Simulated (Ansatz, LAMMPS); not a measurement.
# Amorphous 36HfO2-64SiO2 (mol %) (84 atoms): geometry optimisation, part 2 of 4

Aim: bring amorphous 36HfO2-64SiO2 (mol %) (84 atoms) to a nearby minimum of the energy and see what moves.

Ansatz 0.2.0; Kohn-Sham DFT, PBE, PAW (set soft_2), plane waves.

The cell: 10 Hf, 18 Si and 56 O. The quench rate of 50 K/ps far exceeds what a furnace or splat quench reaches. The network of bonds at the start is that of the classical potential that made the cell. Only the Γ point is sampled in the main run, in a cell whose shortest periodic width is 11 Å. The levels lack spin–orbit coupling.

So far. Step 3 (Single point at the start): Neighbours are counted within 2.12 Å (O-Si), 2.82 Å (O-Hf).

### 4. Cell and atoms relaxed

Cell and atoms are freed together, to release stress as well as forces.

input.yaml reads:

```yaml
crystal:
  lattice:
    - [10.7072, 0.0, 0.0]
    - [0.0, 10.7072, 0.0]
    - [0.0, 0.0, 10.7072]
  atoms:
    [... the 84 atom lines of step 3 ...]
kpoints:
  mp_grid: { grid: [1, 1, 1] }
hamiltonian:
  xc: pbe
scf:
  occupations: { method: fermi_dirac, width: 0.025 }
output:
  forces: true
relax:
  f_tol: 0.04
  max_steps: 250
  cell: {}
```

Command:

```
$ ansatz run input.yaml --threads 4 --pin off --max-ram 8192MiB --backend cpu --events-out ev --progress --plain --runs-dir out
```

Numbers of over 12 decimals in the logs are rounded to 6 here.

What it wrote:

```text
[...]
Crystal: 84 atoms, lattice volume = 1227.518 Å³
Basis set: ecut = 420 eV, 23871 PW (Γ), exchange–correlation on 144×144×144 points (8 copies of the dense FFT grid, shifted against one another)
Bands: 418, of which v1, the nominal top of the filled ones, is band 334 counted from 1 (333 counted from 0)
Symmetry: 1 space group operations
[...]
k-points: 1
[...]
SCF iter   1: F=—  HF=-200532.933738 eV  |F-HF|=—  |Δ(HF+E_count)|=         —  Δρ=3.38e-3  dr2=1.53e-1  ethr=1.77e-3  ⟨swp⟩=5.0  Hψ=1719  notcnv=0  defer=47
[...]
SCF iter  10: F=-200532.925912 eV  HF=-200532.925912 eV  |F-HF|=2.94e-8  |Δ(HF+E_count)|=   1.41e-8  Δρ=2.06e-6  dr2=6.02e-8  ethr=1.50e-11  ⟨swp⟩=2.0  Hψ=1422  notcnv=0
SCF 1 converged in 10 iterations: F = -200532.925912 eV  dr2 = 6.02e-8
[...]
relax step   1: F+E_penalty+E_count = -200532.92591216 eV  Δ(F+E_penalty+E_count) = +0.000e0 eV  max|allowed force component| = 3.188e0 eV/Å  Δτ_max = 0.0000 Å  P = -0.621 GPa  Ω = 1227.518 Å³  (10 SCF iters, dr2 threshold 1.00e-7 eV, accepted)
[... from here on, the SCF cycles and remarks between the steps are left out ...]
relax step   2: F+E_penalty+E_count = -200536.03572014 eV  Δ(F+E_penalty+E_count) = -3.110e0 eV  max|allowed force component| = 1.698e0 eV/Å  Δτ_max = 0.1460 Å  P = +2.840 GPa  Ω = 1189.607 Å³  energy of the carried Pulay correction = +1.399e-1 eV  (9 SCF iters, dr2 threshold 8.40e-6 eV, accepted)
relax step   3: F+E_penalty+E_count = -200536.76402770 eV  Δ(F+E_penalty+E_count) = -7.283e-1 eV  max|allowed force component| = 9.834e-1 eV/Å  Δτ_max = 0.1017 Å  P = +0.981 GPa  Ω = 1200.750 Å³  energy of the carried Pulay correction = +9.831e-2 eV  (8 SCF iters, dr2 threshold 8.40e-6 eV, accepted)
relax step   4: F+E_penalty+E_count = -200537.47548378 eV  Δ(F+E_penalty+E_count) = -7.115e-1 eV  max|allowed force component| = 6.090e-1 eV/Å  Δτ_max = 0.2000 Å  P = +0.080 GPa  Ω = 1199.267 Å³  energy of the carried Pulay correction = +1.038e-1 eV  (8 SCF iters, dr2 threshold 8.40e-6 eV, accepted)
relax step   5: F+E_penalty+E_count = -200537.88827357 eV  Δ(F+E_penalty+E_count) = -4.128e-1 eV  max|allowed force component| = 1.299e0 eV/Å  Δτ_max = 0.2000 Å  P = -0.238 GPa  Ω = 1190.908 Å³  energy of the carried Pulay correction = +1.350e-1 eV  (8 SCF iters, dr2 threshold 8.40e-6 eV, accepted)
relax step   6: F+E_penalty+E_count = -200538.32129453 eV  Δ(F+E_penalty+E_count) = -4.330e-1 eV  max|allowed force component| = 9.227e-1 eV/Å  Δτ_max = 0.1942 Å  P = -0.130 GPa  Ω = 1182.508 Å³  energy of the carried Pulay correction = +1.666e-1 eV  (7 SCF iters, dr2 threshold 8.40e-6 eV, accepted)
relax step   7: F+E_penalty+E_count = -200538.75942337 eV  Δ(F+E_penalty+E_count) = -4.381e-1 eV  max|allowed force component| = 3.780e-1 eV/Å  Δτ_max = 0.2000 Å  P = +0.014 GPa  Ω = 1178.901 Å³  energy of the carried Pulay correction = +1.802e-1 eV  (8 SCF iters, dr2 threshold 8.40e-6 eV, accepted)
relax step   8: F+E_penalty+E_count = -200538.85624012 eV  Δ(F+E_penalty+E_count) = -9.682e-2 eV  max|allowed force component| = 1.906e-1 eV/Å  Δτ_max = 0.1328 Å  P = -0.040 GPa  Ω = 1177.885 Å³  energy of the carried Pulay correction = +1.840e-1 eV  (8 SCF iters, dr2 threshold 8.40e-6 eV, accepted)
relax step   9: F+E_penalty+E_count = -200538.87621298 eV  Δ(F+E_penalty+E_count) = -1.997e-2 eV  max|allowed force component| = 8.527e-2 eV/Å  Δτ_max = 0.0569 Å  P = -0.006 GPa  Ω = 1176.695 Å³  energy of the carried Pulay correction = +1.885e-1 eV  (8 SCF iters, dr2 threshold 2.27e-6 eV, accepted)
relax step  10: F+E_penalty+E_count = -200538.88273811 eV  Δ(F+E_penalty+E_count) = -6.525e-3 eV  max|allowed force component| = 5.083e-2 eV/Å  Δτ_max = 0.0392 Å  P = +0.002 GPa  Ω = 1176.174 Å³  energy of the carried Pulay correction = +1.905e-1 eV  (7 SCF iters, dr2 threshold 4.54e-7 eV, accepted)
relax step  11: F+E_penalty+E_count = -200538.88403704 eV  Δ(F+E_penalty+E_count) = -1.299e-3 eV  max|allowed force component| = 2.711e-2 eV/Å  Δτ_max = 0.0297 Å  P = -0.000 GPa  Ω = 1176.134 Å³  energy of the carried Pulay correction = +1.907e-1 eV  (8 SCF iters, dr2 threshold 1.61e-7 eV, accepted)
relax step  12: F+E_penalty+E_count = -200538.79274018 eV  Δ(F+E_penalty+E_count) = +9.130e-2 eV  max|allowed force component| = 2.654e-2 eV/Å  Δτ_max = 0.0000 Å  P = -0.185 GPa  Ω = 1176.134 Å³  stress off target by 3.91e-1 GPa  SCF on the basis re-selected at this cell (its energy is not comparable with the rows above)  (8 SCF iters)
relax step  13: F+E_penalty+E_count = -200538.80618515 eV  Δ(F+E_penalty+E_count) = -1.344e-2 eV  max|allowed force component| = 2.256e-2 eV/Å  Δτ_max = 0.0197 Å  P = +0.009 GPa  Ω = 1173.624 Å³  energy of the carried Pulay correction = +9.186e-3 eV  (7 SCF iters, dr2 threshold 3.82e-7 eV, accepted)
relax step  14: F+E_penalty+E_count = -200538.79681927 eV  Δ(F+E_penalty+E_count) = +9.366e-3 eV  max|allowed force component| = 2.248e-2 eV/Å  Δτ_max = 0.0000 Å  P = +0.000 GPa  Ω = 1173.624 Å³  stress off target by 2.12e-2 GPa  SCF on the basis re-selected at this cell (its energy is not comparable with the rows above)  (7 SCF iters)
[...]
SCF converged after 7 iterations
Free energy (F): -200538.796819 eV
[...]
Internal energy: -200538.796819 eV  (E = F + TS)
E sigma→0 (E₀):  -200538.796819 eV
Fermi energy:    7.343996 eV
[...]
--- Forces (eV/Å), atoms counted from 1 ---
  atom   1  Hf     0.01555184     0.00803901    -0.00414540
  atom   2  Hf    -0.00420158     0.00462852    -0.00506114
  atom   3  Hf    -0.00296581    -0.00152129     0.00419547
  atom   4  Hf    -0.00591525    -0.00922850     0.01792499
  atom   5  Hf     0.01816078     0.00293802     0.01359392
  atom   6  Hf     0.00196542     0.00154404    -0.00559119
  atom   7  Hf    -0.00379469    -0.00526476    -0.00484850
  atom   8  Hf    -0.00084414    -0.00203957    -0.00046881
  atom   9  Hf    -0.00106334     0.01919518    -0.00581516
  atom  10  Hf     0.01665540     0.02248172     0.00574392
  atom  11  Si     0.00493824    -0.00127904    -0.00007979
  atom  12  Si    -0.00424796    -0.00359755    -0.00463625
  atom  13  Si     0.00166076     0.00414429    -0.00096185
  atom  14  Si    -0.00104479     0.00014031    -0.00991830
[...]
atom  83  O     -0.00530826    -0.00418107     0.00083332
  atom  84  O     -0.00189080     0.00000417     0.00014534
  max |Σ_I F_I| component: 7.22e-5 eV/Å
--- Stress (GPa, compression-positive) ---
        0.008085       0.003733      -0.001949
        0.003734       0.010915       0.008264
       -0.001949       0.008265      -0.018794
  P = ⅓ Tr σ = 0.0001 GPa (0.001 kbar)
--- Relaxed structure (12 steps of the walk, 12 accepted, 2 SCFs on fresh bases) ---
  F+E_penalty+E_count = -200538.79681927 eV   max|allowed force component| = 2.248e-2 eV/Å   (the final SCF, on the basis selected at the relaxed cell)
  cell:  # Å, volume = 1173.6242 Å³
    - [10.710131, -0.022198, -0.206581]
    - [-0.022198, 10.769076, -0.084440]
    - [-0.206581, -0.084440, 10.180199]
  atoms:
    - { symbol: Hf, position: [0.948459, 0.611802, 0.545992] }
    - { symbol: Hf, position: [0.175998, 0.178623, 0.941838] }
    - { symbol: Hf, position: [0.580754, 0.811250, 0.233948] }
    - { symbol: Hf, position: [0.247031, 0.281702, 0.238358] }
[...]
- { symbol: O, position: [0.715754, 0.418899, 0.177266] }
```

It took 65 s on 4 threads of AMD EPYC 9B45 (Zen 5), shared host; peak memory 1.8 GiB; 4 min of CPU time.

Step by step:

| step | energy less that of the first step (eV) | largest force component (eV/Å) | pressure (GPa) | volume (Å³) |
| --- | --- | --- | --- | --- |
| 1 | 0.0000 | 3.1881 | -0.62 | 1227.52 |
| 2 | -3.1098 | 1.6981 | 2.84 | 1189.61 |
| 3 | -3.8381 | 0.9834 | 0.98 | 1200.75 |
| 4 | -4.5496 | 0.6089 | 0.08 | 1199.27 |
| 5 | -4.9624 | 1.2990 | -0.24 | 1190.91 |
| 6 | -5.3954 | 0.9227 | -0.13 | 1182.51 |
| 7 | -5.8335 | 0.3780 | 0.01 | 1178.90 |
| 8 | -5.9303 | 0.1906 | -0.04 | 1177.88 |
| 9 | -5.9503 | 0.0853 | -0.01 | 1176.69 |
| 10 | -5.9568 | 0.0508 | 0.00 | 1176.17 |
| 11 | -5.9581 | 0.0271 | 0.00 | 1176.13 |
| 12* | -5.8668 | 0.0265 | -0.18 | 1176.13 |
| 13 | -5.8803 | 0.0226 | 0.01 | 1173.62 |
| 14* | -5.8709 | 0.0225 | 0.00 | 1173.62 |

Relaxation steps marked * repeat the geometry before them on a plane-wave basis chosen anew for their cell, so energy and pressure can jump there.

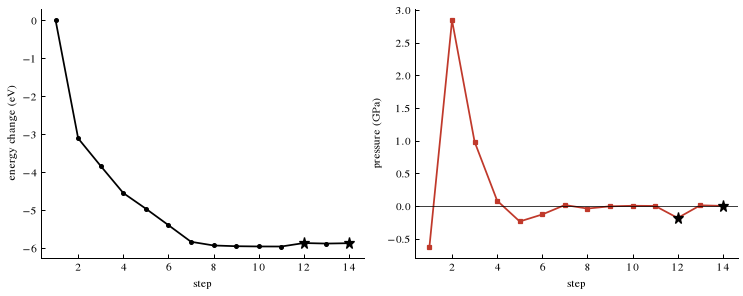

Energy and pressure along the relaxation. Stars mark steps on a basis chosen anew.

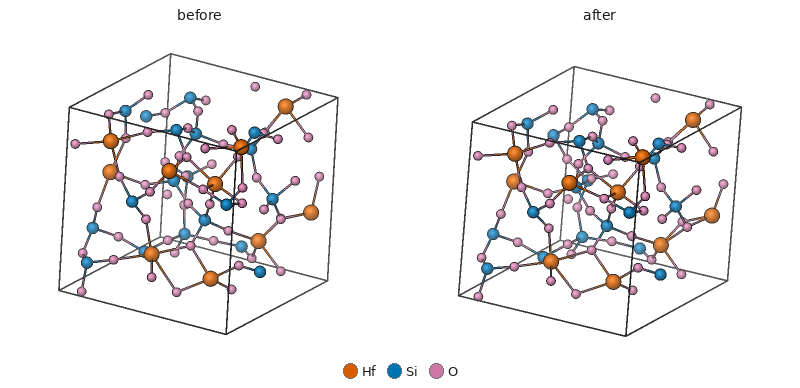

Before and after, at one scale. Bonds to atoms that aren't drawn are left out.

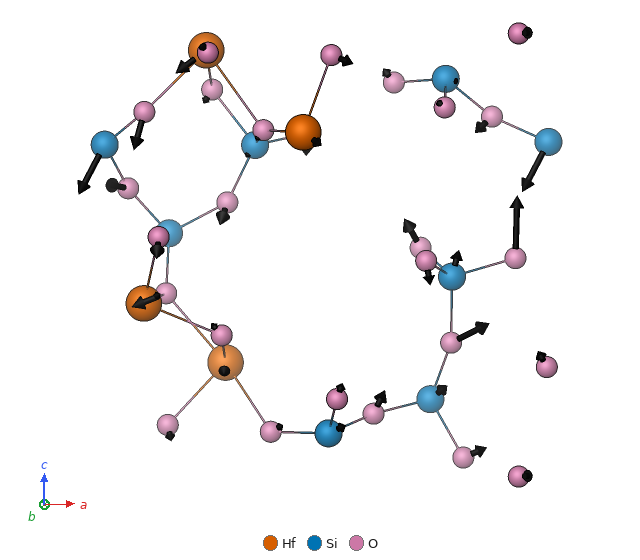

Displacements in the relaxation, exaggerated, measured against the changing cell; the longest in the cell stands for 0.63 Å. Drawn is a slice 5 Å thick, seen along the normal of the ac plane. Bonds to atoms that aren't drawn are left out.

| cell as run | before | after | change |
| --- | --- | --- | --- |
| a (Å) | 10.707 | 10.712 | +0.0 % |
| b (Å) | 10.707 | 10.769 | +0.6 % |
| c (Å) | 10.707 | 10.183 | -4.9 % |
| α (°) | 90.00 | 90.92 | +1.0 % |
| β (°) | 90.00 | 92.27 | +2.5 % |
| γ (°) | 90.00 | 90.23 | +0.3 % |
| volume (Å³/atom) | 14.61 | 13.97 | -4.4 % |

The atoms that moved most (Å, as changes of fractional coordinates times the final cell):

| atom | dx | dy | dz | length |
| --- | --- | --- | --- | --- |
| O80 | 0.019 | 0.006 | 0.630 | 0.631 |
| Si16 | -0.257 | -0.145 | -0.457 | 0.544 |
| O43 | 0.382 | 0.201 | 0.166 | 0.463 |
| O48 | -0.180 | 0.399 | 0.007 | 0.438 |
| O30 | -0.102 | -0.093 | -0.342 | 0.368 |
| O32 | -0.157 | -0.133 | 0.276 | 0.344 |
| Hf1 | 0.052 | -0.321 | -0.090 | 0.337 |
| O51 | -0.311 | -0.035 | -0.118 | 0.335 |

The relaxation changed the energy by -69.9 meV/atom, and atoms moved by 0.20 Å r.m.s., 0.63 Å at most.

### 5. Local order after relaxation

Bonds before and after, by the cutoffs listed below:

| pair | bonds before | bonds after | mean before (Å) | mean after (Å) | spread before (Å) | spread after (Å) |
| --- | --- | --- | --- | --- | --- | --- |
| O-Si | 71 | 72 | 1.619 | 1.641 | 0.049 | 0.028 |
| O-Hf | 54 | 54 | 2.123 | 2.094 | 0.097 | 0.144 |

Density 4.51 g/cm³, 13.97 Å³ an atom.

g(r), total and by pair (bins of 0.2 Å):

| r (Å) | total | O-O | O-Si | O-Hf | Si-Si | Si-Hf | Hf-Hf |
| --- | --- | --- | --- | --- | --- | --- | --- |
| 1.50 | 0.21 | 0.00 | 0.74 | 0.00 | 0.00 | 0.00 | 0.00 |
| 1.70 | 3.34 | 0.00 | 11.72 | 0.00 | 0.00 | 0.00 | 0.00 |
| 1.90 | 0.72 | 0.00 | 0.00 | 4.57 | 0.00 | 0.00 | 0.00 |
| 2.10 | 0.61 | 0.00 | 0.00 | 3.82 | 0.00 | 0.00 | 0.00 |
| 2.30 | 0.28 | 0.00 | 0.00 | 1.75 | 0.00 | 0.00 | 0.00 |
| 2.50 | 0.48 | 0.98 | 0.00 | 0.28 | 0.00 | 0.00 | 0.00 |
| 2.70 | 1.81 | 4.06 | 0.00 | 0.00 | 0.00 | 0.00 | 0.00 |
| 2.90 | 0.77 | 1.48 | 0.06 | 0.10 | 0.99 | 0.60 | 0.00 |
| 3.10 | 0.87 | 1.03 | 0.28 | 0.34 | 4.49 | 1.36 | 0.00 |
| 3.30 | 0.74 | 0.98 | 0.59 | 0.08 | 0.56 | 1.18 | 2.67 |
| 3.50 | 1.25 | 0.92 | 1.58 | 0.54 | 0.00 | 5.52 | 1.50 |
| 3.70 | 0.95 | 0.66 | 1.25 | 1.21 | 0.00 | 1.52 | 2.10 |
| 3.90 | 1.08 | 0.61 | 2.07 | 1.09 | 0.93 | 0.00 | 0.62 |
| 4.10 | 1.09 | 0.76 | 1.56 | 1.40 | 1.22 | 0.45 | 0.54 |
| 4.30 | 1.02 | 0.72 | 1.36 | 1.13 | 1.71 | 0.70 | 1.02 |
| 4.50 | 1.07 | 0.72 | 1.10 | 2.10 | 1.43 | 0.50 | 0.47 |
| 4.70 | 0.89 | 0.78 | 0.69 | 1.44 | 1.56 | 0.70 | 0.84 |
| 4.90 | 1.12 | 1.39 | 0.83 | 0.90 | 1.08 | 1.09 | 0.79 |

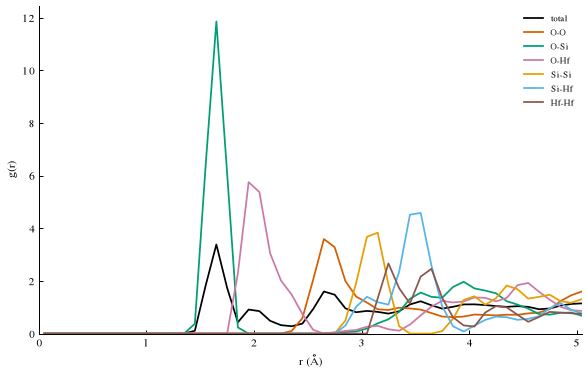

Pair distribution functions, lightly smoothed.

Bonds by pair of elements; cutoffs follow the first minimum of g(r), held within bounds set by covalent radii, and pairs that aren't listed don't count as bonded:

| pair A-B | cutoff (Å) | bonds | mean length (Å) | spread (Å) | shortest (Å) | B about A | A about B |
| --- | --- | --- | --- | --- | --- | --- | --- |
| O-Si | 2.08 | 72 | 1.64 | 0.028 | 1.58 | 1.29 | 4 |
| O-Hf | 2.82 | 54 | 2.09 | 0.144 | 1.91 | 0.964 | 5.4 |

How many atoms have how many bonded neighbours:

| element | mean | 2 | 3 | 4 | 5 | 6 |
| --- | --- | --- | --- | --- | --- | --- |
| Hf | 5.4 | 0 | 0 | 0 | 6 | 4 |
| O | 2.25 | 42 | 14 | 0 | 0 | 0 |
| Si | 4 | 0 | 0 | 18 | 0 | 0 |

Bond angles, per cent of each kind in bins of 5°:

| angle (°) | O-Hf-O | O-Si-O | Hf-O-Si | Si-O-Si | Hf-O-Hf |
| --- | --- | --- | --- | --- | --- |
| 65–70 | 4.2 | 0.0 | 0.0 | 0.0 | 0.0 |
| 70–75 | 6.7 | 0.0 | 0.0 | 0.0 | 0.0 |
| 75–80 | 6.7 | 0.0 | 0.0 | 0.0 | 0.0 |
| 80–85 | 8.3 | 0.0 | 0.0 | 0.0 | 0.0 |
| 85–90 | 11.7 | 0.0 | 0.0 | 0.0 | 0.0 |
| 90–95 | 8.3 | 1.8 | 0.0 | 0.0 | 33.3 |
| 95–100 | 8.3 | 3.7 | 8.2 | 0.0 | 0.0 |
| 100–105 | 6.7 | 11.1 | 4.1 | 0.0 | 6.7 |
| 105–110 | 5.8 | 37.0 | 2.0 | 0.0 | 20.0 |
| 110–115 | 5.0 | 28.7 | 2.0 | 0.0 | 20.0 |
| 115–120 | 6.7 | 14.8 | 16.3 | 0.0 | 0.0 |
| 120–125 | 0.8 | 2.8 | 2.0 | 0.0 | 6.7 |
| 125–130 | 1.7 | 0.0 | 10.2 | 10.0 | 0.0 |
| 130–135 | 1.7 | 0.0 | 10.2 | 20.0 | 6.7 |
| 135–140 | 3.3 | 0.0 | 4.1 | 25.0 | 0.0 |
| 140–145 | 0.0 | 0.0 | 10.2 | 10.0 | 6.7 |
| 145–150 | 3.3 | 0.0 | 4.1 | 10.0 | 0.0 |
| 150–155 | 4.2 | 0.0 | 6.1 | 5.0 | 0.0 |
| 155–160 | 2.5 | 0.0 | 4.1 | 15.0 | 0.0 |
| 160–165 | 1.7 | 0.0 | 4.1 | 5.0 | 0.0 |
| 165–170 | 0.8 | 0.0 | 4.1 | 0.0 | 0.0 |
| 170–175 | 1.7 | 0.0 | 8.2 | 0.0 | 0.0 |

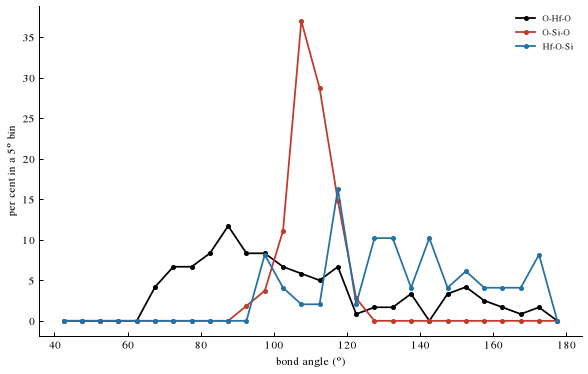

Distributions of the most common bond angles.

Bond angles (no mean is given where the spread exceeds 20°):

| angle | count | mean (°) | spread (°) |
| --- | --- | --- | --- |
| O-Hf-O | 120 | - | - |
| O-Si-O | 108 | 109 | 5.7 |
| Hf-O-Si | 49 | - | - |
| Si-O-Si | 20 | 142 | 10.4 |
| Hf-O-Hf | 15 | 108 | 14.8 |

Oxygen atoms by the number of network formers (Si, P, Ge, B, Al, As, Ga) bound to them:

| network formers bound to O | O atoms | per cent |
| --- | --- | --- |
| 0 | 4 | 7.1 |
| 1 | 32 | 57.1 |
| 2 | 20 | 35.7 |

Network units: each former by its oxygen neighbours and how many of them bridge to another former:

| former | O neighbours | bridging O | atoms |
| --- | --- | --- | --- |
| Si | 4 | 0 | 1 |
| Si | 4 | 1 | 5 |
| Si | 4 | 2 | 4 |
| Si | 4 | 3 | 5 |
| Si | 4 | 4 | 3 |

Bond length by coordination (bonds to H left out):

| element | coordination | atoms | mean bond length (Å) |
| --- | --- | --- | --- |
| Hf | 5 | 6 | 2.06 |
| Hf | 6 | 4 | 2.13 |
| O | 2 | 42 | 1.75 |
| O | 3 | 14 | 2.00 |

Rings of the network by King's shortest-path rule, up to 12 atoms, one path for each pair of neighbours; H, halogens, alkali and alkaline-earth atoms are left out, and the last column divides by all other atoms, bonded or not:

| ring size (atoms) | rings | per network atom |
| --- | --- | --- |
| 4 | 10 | 0.119 |
| 6 | 6 | 0.071 |
| 8 | 17 | 0.202 |
| 10 | 46 | 0.548 |
| 12 | 33 | 0.393 |

For some of the pairs, g(r) has its first main peak near 2.7 Å (O-O), 1.6 Å (O-Si), 2.0 Å (O-Hf) and 3.1 Å (Si-Si). Counting bonds as in the table, 60 % of Hf atoms have 5, 75 % of O atoms have 2 and all Si atoms have 4 bonded neighbours. Counting bonds to Si alone, not to Hf, 36 % of the oxygens join two of these atoms and 57 % one; 7 % join none. Rings of 10 atoms are the most common (41 % of those counted); sizes run from 4 to 12, where the search stops.

(Part 2 of 4 ends here.)

[Logs are printed without paths, hosts, clocks, repeated set-up lines and the standing remarks that a program may print on its own settings, such as how far it seeks lower states.]

[Hosts, paths, dates, database ids (printed as entryN), source tags and the programs' standing remarks are cut or masked in the printed files.]
